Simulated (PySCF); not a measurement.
**C5H6BrGaO: density, localisation and related maps**

```
atom    x (Å)    y (Å)    z (Å)
   C   2.8107   0.3252  -0.8074
  Ga   1.4830  -0.1545   0.6510
  Br   2.2451  -0.7907   2.7279
   C  -0.4979  -0.1534   0.4918
   C  -1.6857  -0.3694   1.1382
   C  -2.7058  -0.1268   0.1890
   C  -2.0766   0.2177  -0.9677
   O  -0.7480   0.2073  -0.8029
   H   3.2105  -0.5837  -1.2665
   H   3.6469   0.8781  -0.3678
   H   2.3421   0.9316  -1.5842
   H  -1.8084  -0.6633   2.1640
   H  -3.7623  -0.2013   0.3489
   H  -2.4544   0.4828  -1.9366
```

Geometry: GFN2-xTB.

Level of theory: B3LYP/def2-SVPD, SCF density, gas phase in PySCF.

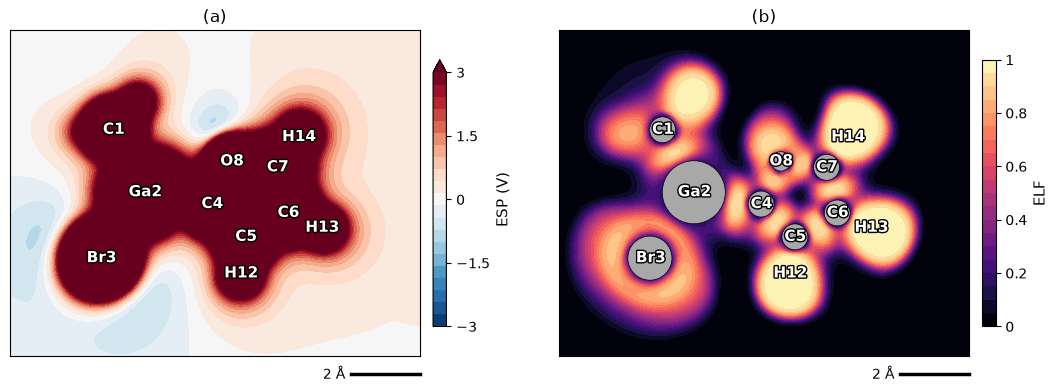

Figure 1. (a) electrostatic potential; (b) electron localisation function on the plane of atoms Ga2, C4 and C5. Grey discs cover the atomic cores in the ELF map.

Question: Read the bonding off the picture.

Answer:
- Atoms in the plane: C, Ga, Br, O and H.
- C–O (1.34 Å): the ELF peaks at about 0.90 between the atoms, as expected for a shared but strongly polarised pair.
- C–C (1.36 Å): the ELF peaks at about 0.95 between the atoms (a covalent bond).
- C–Ga (1.99 Å): the ELF peaks at about 0.95 in the valence shell of C, 0.7 Å from its nucleus, and is about 0.60 at the midpoint.
- Ga–Br (2.30 Å): the ELF peaks at about 0.75 in the valence shell of Br, 1.0 Å from its nucleus, and is about 0.65 at the midpoint.
- C–H (1.07 Å): the ELF climbs to about 1 towards the hydrogen, as it does in any bond to H (a covalent bond by its length).
- The ELF also peaks beside Br3 and O8, away from the bonds: lone-pair regions.
- Outside the dense part of the molecule the potential is most negative (−0.8 V) near Br3.

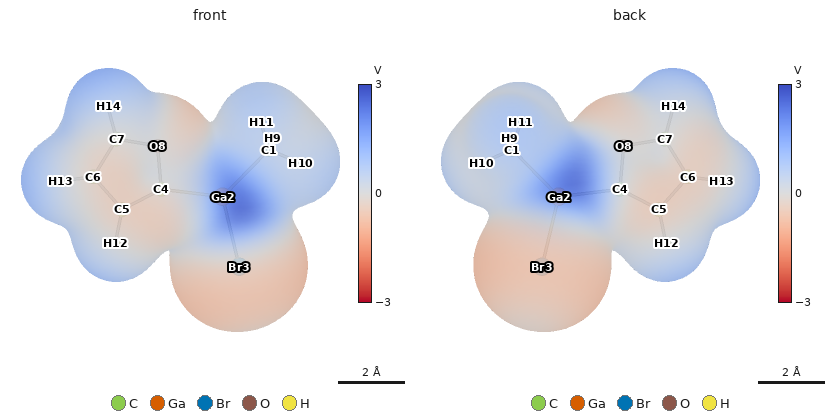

Figure 2. The molecular electrostatic potential painted on the density surface at 0.002 e/bohr³, seen from the front and from behind; red is negative and blue positive.

Question: Describe the electrostatic potential map.

Answer: The most negative region (about −0.7 V) lies over Br3, the most positive (about +2.4 V) over Ga2.

Question: What dipole moment does the calculation give?

Answer: Its dipole moment is 2.69 D.
